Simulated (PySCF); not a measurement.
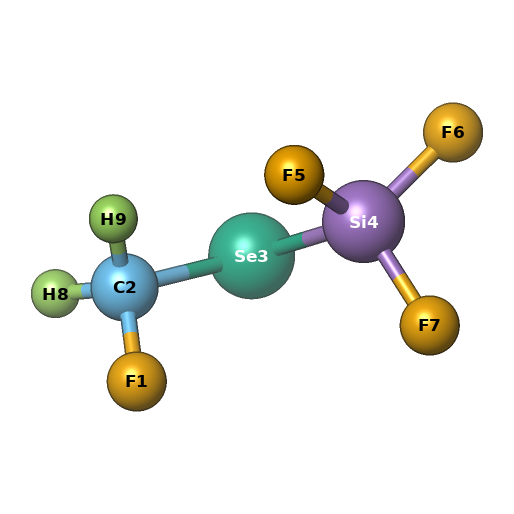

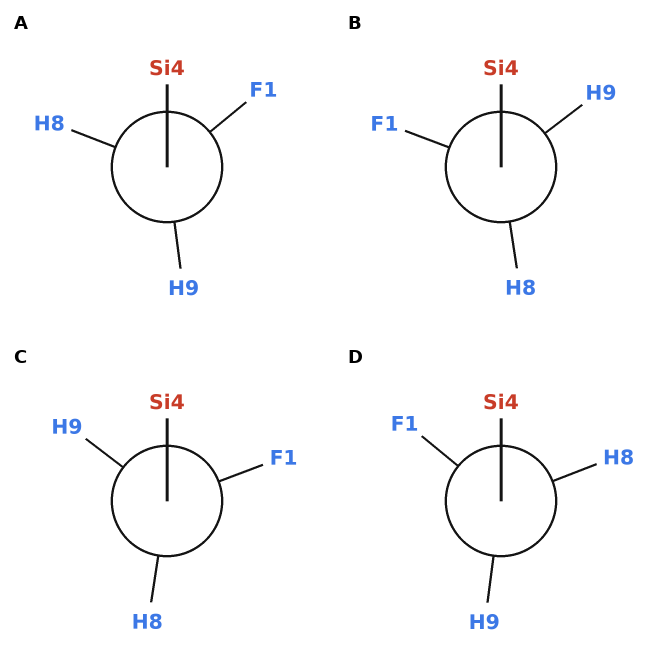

Atoms fade into the background with distance from the viewer. Bonds that would overlap in a projection are set slightly apart. The computed structure is the end point of a PBE0-D3(BJ)/def2-SVP optimisation. No frequency run is at hand to confirm it as a minimum.

### Which Newman projection shows the view along Se3–C2, with Se3 in front?

B. The torsion angle Si4–Se3–C2–F1 is −69°, synclinal (gauche).
